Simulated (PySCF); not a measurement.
**C5H16Si2 (SMILES CC(C)(C)C([SiH3])[SiH3]): density, localisation and related maps**

| atom | x (Å) | y (Å) | z (Å) |
| --- | --- | --- | --- |
| C | -1.1688 | -1.5852 | 0.1368 |
| C | -0.7005 | -0.1280 | 0.2168 |
| C | -1.2506 | 0.6288 | -0.9917 |
| C | -1.2929 | 0.4795 | 1.4939 |
| C | 0.8395 | -0.0583 | 0.2668 |
| Si | 1.7504 | -1.1668 | -0.9985 |
| Si | 1.5832 | 1.7007 | 0.1889 |
| H | -0.8917 | -2.0306 | -0.8156 |
| H | -0.7260 | -2.1759 | 0.9361 |
| H | -2.2521 | -1.6404 | 0.2336 |
| H | -1.0379 | 1.6924 | -0.9110 |
| H | -0.8081 | 0.2582 | -1.9128 |
| H | -2.3301 | 0.5024 | -1.0565 |
| H | -2.3790 | 0.4077 | 1.4783 |
| H | -0.9307 | -0.0498 | 2.3733 |
| H | -1.0264 | 1.5278 | 1.5918 |
| H | 1.1325 | -0.4551 | 1.2478 |
| H | 1.5894 | -2.5916 | -0.6918 |
| H | 1.2800 | -0.9239 | -2.3647 |
| H | 3.1829 | -0.8695 | -0.9410 |
| H | 2.9857 | 1.6087 | 0.6012 |
| H | 0.9267 | 2.6478 | 1.0967 |
| H | 1.5199 | 2.2481 | -1.1683 |

Geometry: GFN2-xTB.

Method: PBE0/pcSseg-1, SCF density, gas phase, non-relativistic in PySCF.

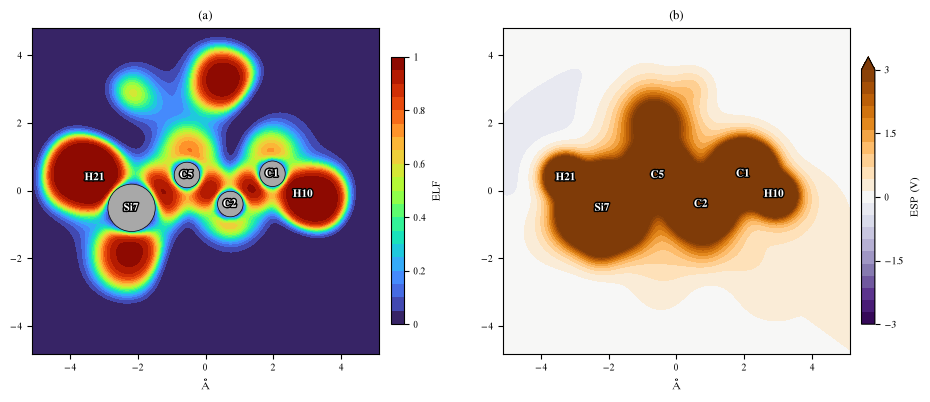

Figure 1. (a) electron localisation function; (b) electrostatic potential on the plane of atoms C1, C2 and C5. Grey discs cover the atomic cores in the ELF map.

> Interpret the plot.

The section cuts through C, Si and H sites.
C–C (1.53 Å): the ELF peaks at about 0.95 between the atoms; a shared electron pair.
C–Si (1.91 Å): the ELF peaks at about 0.95 between the atoms (a shared electron pair).
C–H (1.09 Å): the ELF climbs to about 1 towards the hydrogen, as it does in any bond to H (an ordinary covalent bond to hydrogen).
Si–H (1.46 Å): the ELF climbs to about 1 towards the hydrogen.
The potential has no marked negative region in this plane.

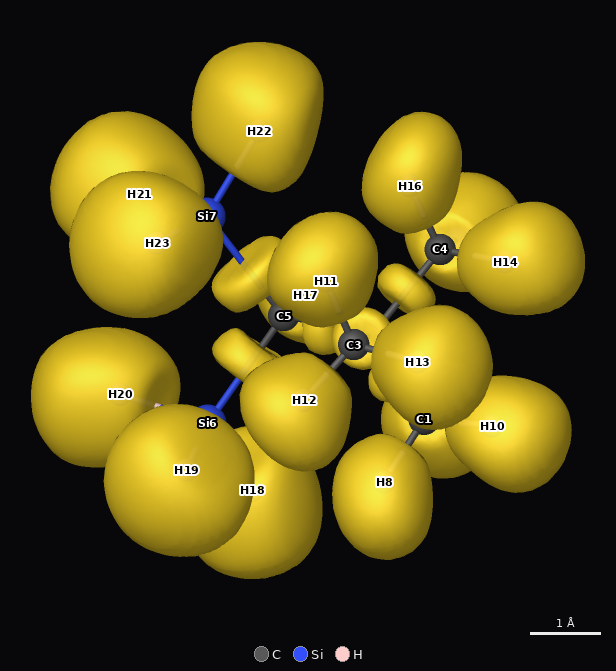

Figure 2. Isosurface of the ELF at 0.8 (yellow), seen at a tilt. Only the valence region is drawn (cores and ρ < 0.01 e/Å³ removed).

> Where are the electrons localised?

The ELF exceeds this value in four regions between bonded C–C atoms (shared pairs), two regions between bonded C–Si atoms (shared pairs) and 16 regions around hydrogen nuclei.

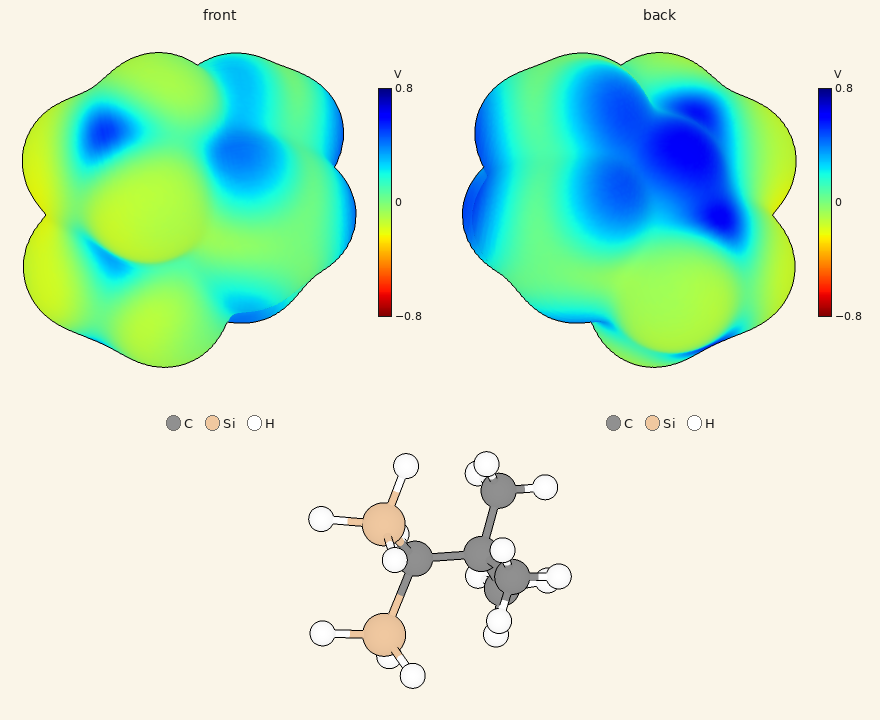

Figure 3. The molecular electrostatic potential painted on the density surface at 0.001 e/bohr³, seen from the front and from behind; red is negative and blue positive. The bare structure is drawn below in the same view.

> Where is the surface potential most negative and most positive?

The most negative region (about −0.2 V) lies over H20 and H21, the most positive (about +0.6 V) over Si6, Si7 and H17.

> What dipole moment does the calculation give?

Its dipole moment is 1.14 D.
